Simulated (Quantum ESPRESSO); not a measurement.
# VClO: which magnetic order is lowest

Aim: find out which collinear order of VClO costs least.

Method: LDA with U = 3.2 eV on V d (ortho-atomic projectors); plane waves with GBRV 1.5 LDA potentials, no spin-orbit coupling, in Quantum ESPRESSO 7.5.

**1. The starting structure**

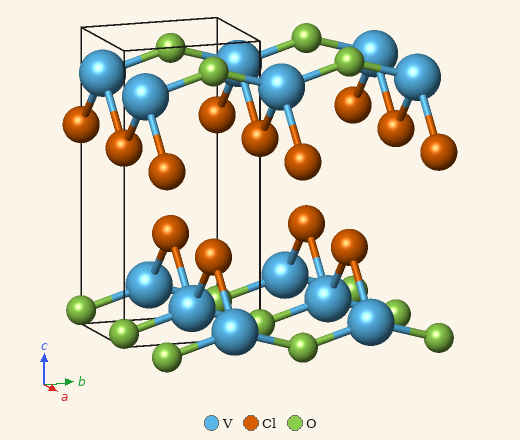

The starting structure, seen slightly off an axis (vanadium blue, chlorine orange, oxygen green). 2×2×1 cells are drawn. Some periodic images of atoms are drawn too.

The cell comes from the Crystallography Open Database.

**2. Run 1, typed as ferro ++**

The signs are those of the starting moments on the seeded atoms, the atoms that are given a moment.

Contents of pw.in:

```
&CONTROL
  calculation = 'scf'
  prefix = 'pwscf'
  outdir = './tmp'
  pseudo_dir = './pseudo'
  disk_io = 'nowf'
/
&SYSTEM
  ibrav = 0
  nat = 6
  ntyp = 3
  ecutwfc = 40
  ecutrho = 280
  nbnd = 38
  occupations = 'smearing'
  smearing = 'fd'
  degauss = 0.00367493
  nspin = 2
  starting_magnetization(1) = 0.1538
  starting_magnetization(2) = 0
  starting_magnetization(3) = 0
/
&ELECTRONS
  conv_thr = 1.2d-08
  electron_maxstep = 150
  mixing_beta = 0.3
/
ATOMIC_SPECIES
V      50.9415 v_lda_v1.4.uspp.F.UPF
Cl     35.4500 cl_lda_v1.4.uspp.F.UPF
O      15.9990 o_lda_v1.2.uspp.F.UPF
CELL_PARAMETERS angstrom
   3.3000000000    0.0000000000    0.0000000000
   0.0000000000    3.7800000000    0.0000000000
   0.0000000000    0.0000000000    7.9100000000
ATOMIC_POSITIONS crystal
V       0.0000000000    0.5000000000    0.1148000000
V       0.5000000000    0.0000000000    0.8852000000
Cl      0.5000000000    0.5000000000    0.3279000000
Cl      0.0000000000    0.0000000000    0.6721000000
O       0.5000000000    0.5000000000    0.9542000000
O       0.0000000000    0.0000000000    0.0458000000
K_POINTS automatic
6 6 6 0 0 0
HUBBARD {ortho-atomic}
U V-3d 3.2000
```

Launch:

```sh
OMP_NUM_THREADS=1 mpirun -n 4 pw.x -nk 4 -in pw.in > pw.out
```

Log:

```text
Program PWSCF v.7.5 starts

     Message from routine setup:
     using ibrav=0 with symmetry is DISCOURAGED, use correct ibrav instead

     K-points division:     npool     =       4
     Subspace diagonalization in iterative solution of the eigenvalue problem:

     G-vector sticks info
     --------------------
     sticks:   dense  smooth     PW     G-vecs:    dense   smooth      PW
     Sum         995     569    171                52689    22757    3875

     Using Slab Decomposition

     bravais-lattice index     =            0
     lattice parameter (alat)  =       6.2361  a.u.
     unit-cell volume          =     665.8537 (a.u.)^3
     number of atoms/cell      =            6
     number of atomic types    =            3
     number of electrons       =        52.00
     number of Kohn-Sham states=           38
     kinetic-energy cutoff     =      40.0000  Ry
     charge density cutoff     =     280.0000  Ry
     scf convergence threshold =      1.2E-08
     mixing beta               =       0.3000
     number of iterations used =            8  plain     mixing
     Exchange-correlation= SLA  PZ   NOGX NOGC
                           (   1   1   0   0   0   0   0)
     Hubbard projectors: ortho-atomic
     Hubbard parameters of DFT+U (Dudarev formulation) in eV:
     U(V-3d) =  3.2000

     Internal variables: lda_plus_u =T, lda_plus_u_kind = 0

     Internal variables: orbital_resolved =F, hub_pot_fix =F, apply_U = F

     celldm(1)=   6.236096  celldm(2)=   0.000000  celldm(3)=   0.000000
     celldm(4)=   0.000000  celldm(5)=   0.000000  celldm(6)=   0.000000

     crystal axes: (cart. coord. in units of alat)
               a(1) = (   1.000000   0.000000   0.000000 )
               a(2) = (   0.000000   1.145455   0.000000 )
               a(3) = (   0.000000   0.000000   2.396970 )

     reciprocal axes: (cart. coord. in units 2 pi/alat)
               b(1) = (  1.000000  0.000000  0.000000 )
               b(2) = (  0.000000  0.873016  0.000000 )
               b(3) = (  0.000000  0.000000  0.417193 )

     PseudoPot. # 1 for V  read from file:
     v_lda_v1.4.uspp.F.UPF
     Pseudo is Ultrasoft + core correction, Zval = 13.0
     Generated by new atomic code, or converted to UPF format
     Using radial grid of  853 points,  6 beta functions with:
                l(1) =   0
                l(2) =   0
                l(3) =   1
                l(4) =   1
                l(5) =   2
                l(6) =   2
     Q(r) pseudized with  8 coefficients,  rinner =    1.100   1.100   1.100
                                                       1.100   1.100

     PseudoPot. # 2 for Cl read from file:
     cl_lda_v1.4.uspp.F.UPF
     Pseudo is Ultrasoft + core correction, Zval =  7.0
     Generated by new atomic code, or converted to UPF format
     Using radial grid of  909 points,  6 beta functions with:
                l(1) =   0
                l(2) =   0
                l(3) =   1
                l(4) =   1
                l(5) =   2
                l(6) =   2
     Q(r) pseudized with  8 coefficients,  rinner =    1.300   1.300   1.300
                                                       1.300   1.300

     PseudoPot. # 3 for O  read from file:
     o_lda_v1.2.uspp.F.UPF
     Pseudo is Ultrasoft + core correction, Zval =  6.0
     Generated by new atomic code, or converted to UPF format
     Using radial grid of  737 points,  5 beta functions with:
                l(1) =   0
                l(2) =   0
                l(3) =   1
                l(4) =   1
                l(5) =   2
     Q(r) pseudized with  8 coefficients,  rinner =    0.900   0.900   0.900
                                                       0.900   0.900

     atomic species   valence    mass     pseudopotential
     V                13.00    50.94150     V ( 1.00)
     Cl                7.00    35.45000     Cl( 1.00)
     O                 6.00    15.99900     O ( 1.00)

     Starting magnetic structure
     atomic species   magnetization
     V               0.154
     Cl              0.000
     O               0.000

      8 Sym. Ops., with inversion, found ( 4 have fractional translation)

   Cartesian axes

     site n.     atom                  positions (alat units)
         1        V      tau(   1) = (   0.0000000   0.5727273   0.2751721  )
         2        V      tau(   2) = (   0.5000000   0.0000000   2.1217976  )
         3        Cl     tau(   3) = (   0.5000000   0.5727273   0.7859664  )
         4        Cl     tau(   4) = (   0.0000000   0.0000000   1.6110033  )
         5        O      tau(   5) = (   0.5000000   0.5727273   2.2871885  )
         6        O      tau(   6) = (   0.0000000   0.0000000   0.1097812  )

     number of k points=    64  Fermi-Dirac smearing, width (Ry)=  0.0037
                       cart. coord. in units 2pi/alat
        k(    1) = (   0.0000000   0.0000000   0.0000000), wk =   0.0046296
        k(    2) = (   0.0000000   0.0000000   0.0695322), wk =   0.0092593
        k(    3) = (   0.0000000   0.0000000   0.1390645), wk =   0.0092593
        k(    4) = (   0.0000000   0.0000000  -0.2085967), wk =   0.0046296
        k(    5) = (   0.0000000   0.1455026   0.0000000), wk =   0.0092593
        [... 59 further k-points ...]

     Dense  grid:    52689 G-vectors     FFT dimensions: (  36,  40,  80)

     Smooth grid:    22757 G-vectors     FFT dimensions: (  30,  30,  64)

     Check: negative core charge=   -0.000002
     Generating pointlists ...
     new r_m :   0.2459 (alat units)  1.5335 (a.u.) for type    1
     new r_m :   0.2948 (alat units)  1.8387 (a.u.) for type    2
     new r_m :   0.2459 (alat units)  1.5335 (a.u.) for type    3

     Initial potential from superposition of free atoms

     starting charge      51.9979, renormalised to      52.0000

     negative rho (up, down):  1.484E-02 1.477E-02

     STARTING HUBBARD OCCUPATIONS:

     =================== HUBBARD OCCUPATIONS ===================
     ------------------------ ATOM    1 ------------------------
     Tr[ns(  1)] (up, down, total) =   3.00000  0.00000  3.00000
     Atomic magnetic moment for atom   1 =   3.00000
     [... lines left out ...]
     ------------------------ ATOM    2 ------------------------
     Tr[ns(  2)] (up, down, total) =   3.00000  0.00000  3.00000
     Atomic magnetic moment for atom   2 =   3.00000
     [... lines left out ...]
     Number of occupied Hubbard levels =    6.0000

     Atomic wfc used for Hubbard projectors are orthogonalized

     Starting wfcs are   36 randomized atomic wfcs +    2 random wfcs

     Self-consistent Calculation

     iteration #  1     ecut=    40.00 Ry     beta= 0.30
     Davidson diagonalization with overlap
     ethr =  1.00E-02,  avg # of iterations =  5.2

     =================== HUBBARD OCCUPATIONS ===================
     ------------------------ ATOM    1 ------------------------
     Tr[ns(  1)] (up, down, total) =   2.60800  0.44739  3.05540
     Atomic magnetic moment for atom   1 =   2.16061
     [... lines left out ...]
     ------------------------ ATOM    2 ------------------------
     Tr[ns(  2)] (up, down, total) =   2.60800  0.44739  3.05540
     Atomic magnetic moment for atom   2 =   2.16061
     [... lines left out ...]
     Number of occupied Hubbard levels =    6.1108

     negative rho (up, down):  1.455E-02 1.545E-02

     total energy              =    -421.17099548 Ry
     estimated scf accuracy    <       1.16103625 Ry

     total magnetization       =     4.00 Bohr mag/cell
     absolute magnetization    =     4.57 Bohr mag/cell

     iteration #  2     ecut=    40.00 Ry     beta= 0.30
     Davidson diagonalization with overlap
     ethr =  2.23E-03,  avg # of iterations =  2.1

     negative rho (up, down):  1.430E-02 1.577E-02

     total energy              =    -421.43605077 Ry
     estimated scf accuracy    <       0.12311609 Ry

     total magnetization       =     4.00 Bohr mag/cell
     absolute magnetization    =     4.47 Bohr mag/cell

     iteration #  3     ecut=    40.00 Ry     beta= 0.30
     Davidson diagonalization with overlap
     ethr =  2.37E-04,  avg # of iterations =  4.2

     negative rho (up, down):  1.397E-02 1.630E-02

     total energy              =    -421.46034022 Ry
     estimated scf accuracy    <       0.06369732 Ry

     total magnetization       =     4.00 Bohr mag/cell
     absolute magnetization    =     4.40 Bohr mag/cell

     [... further iterations left out ...]

     iteration # 10     ecut=    40.00 Ry     beta= 0.30
     Davidson diagonalization with overlap
     ethr =  7.51E-09,  avg # of iterations =  1.6

     negative rho (up, down):  1.376E-02 1.676E-02

     total energy              =    -421.48395985 Ry
     estimated scf accuracy    <       0.00000118 Ry

     total magnetization       =     4.00 Bohr mag/cell
     absolute magnetization    =     4.18 Bohr mag/cell

     iteration # 11     ecut=    40.00 Ry     beta= 0.30
     Davidson diagonalization with overlap
     ethr =  2.28E-09,  avg # of iterations =  1.5

     negative rho (up, down):  1.376E-02 1.676E-02

     total energy              =    -421.48396042 Ry
     estimated scf accuracy    <       0.00000031 Ry

     total magnetization       =     4.00 Bohr mag/cell
     absolute magnetization    =     4.18 Bohr mag/cell

     iteration # 12     ecut=    40.00 Ry     beta= 0.30
     Davidson diagonalization with overlap
     ethr =  6.00E-10,  avg # of iterations =  1.6

     negative rho (up, down):  1.376E-02 1.676E-02

     total energy              =    -421.48396057 Ry
     estimated scf accuracy    <       0.00000007 Ry

     total magnetization       =     4.00 Bohr mag/cell
     absolute magnetization    =     4.18 Bohr mag/cell

     iteration # 13     ecut=    40.00 Ry     beta= 0.30
     Davidson diagonalization with overlap
     ethr =  1.28E-10,  avg # of iterations =  1.5

     negative rho (up, down):  1.376E-02 1.676E-02

     Magnetic moment per site  (integrated on atomic sphere of radius R)
     atom   1 (R=0.246)  charge=  9.7199  magn=  1.5349
     atom   2 (R=0.246)  charge=  9.7199  magn=  1.5349
     atom   3 (R=0.295)  charge=  5.1344  magn= -0.0109
     atom   4 (R=0.295)  charge=  5.1344  magn= -0.0109
     atom   5 (R=0.246)  charge=  5.4604  magn= -0.0156
     atom   6 (R=0.246)  charge=  5.4604  magn= -0.0156

     End of self-consistent calculation

     =================== HUBBARD OCCUPATIONS ===================
     ------------------------ ATOM    1 ------------------------
     Tr[ns(  1)] (up, down, total) =   2.68127  0.67300  3.35427
     Atomic magnetic moment for atom   1 =   2.00827
     [... lines left out ...]
     ------------------------ ATOM    2 ------------------------
     Tr[ns(  2)] (up, down, total) =   2.68127  0.67300  3.35427
     Atomic magnetic moment for atom   2 =   2.00827
     [... lines left out ...]
     Number of occupied Hubbard levels =    6.7085

     Number of k-points >= 100: set verbosity='high' to print the bands.

     the Fermi energy is     6.8968 ev

!    total energy              =    -421.48396060 Ry
     estimated scf accuracy    <          7.5E-09 Ry
     smearing contrib. (-TS)   =      -0.00000008 Ry
     internal energy E=F+TS    =    -421.48396052 Ry

     The total energy is F=E-TS. E is the sum of the following terms:
     one-electron contribution =    -379.71907531 Ry
     hartree contribution      =     207.59421999 Ry
     xc contribution           =     -72.05694741 Ry
     ewald contribution        =    -177.56304860 Ry
     Hubbard energy            =       0.26089081 Ry

     total magnetization       =     4.00 Bohr mag/cell
     absolute magnetization    =     4.18 Bohr mag/cell

     convergence has been achieved in  13 iterations

=------------------------------------------------------------------------------=
   JOB DONE.
=------------------------------------------------------------------------------=
```

It took 53 s on 4 MPI ranks of Intel Xeon Platinum 8488C (Sapphire Rapids), shared host; peak memory 0.85 GiB; 3.5 min of CPU time.

Spin moment in the atom's sphere by atom:

```csv
atom,spin moment in the atom's sphere (μB)
V1,1.53
V2,1.53
Cl3,-0.01
Cl4,-0.01
O5,-0.02
O6,-0.02
```

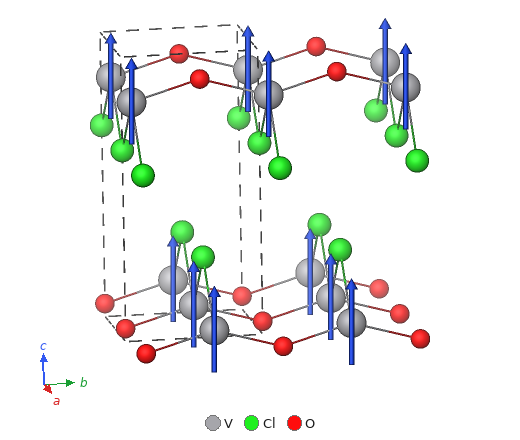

Spin moment in the atom's sphere as arrows, the longest 1.53 μB. Up and down stand for the sign. Arrows give size and sign along the axis of quantisation, drawn up and down the page. 2×2×1 cells are drawn. Some periodic images of atoms are drawn too.

Read from the output:

```
smearing term TS       : 1.06e-6 eV
magnetization          : 4 μB
absolute magnetization : 4.183 μB
final state            : ferromagnetic
```

[end of part 1 of 2]

[Logs and program files are shortened in this print: banners, set-up blocks, solver, clock and traceback lines can be left out without a mark of their own.]

[Logs are printed without paths, hosts, clocks, repeated set-up lines and the standing remarks that a program may print on its own settings, such as how far it seeks lower states.]

[Hosts, paths, dates, database ids (printed as entryN), source tags and the programs' standing remarks are cut or masked in the printed files.]

[Where a cell is said to come from a database of computed structures, the database is the Materials Project.]
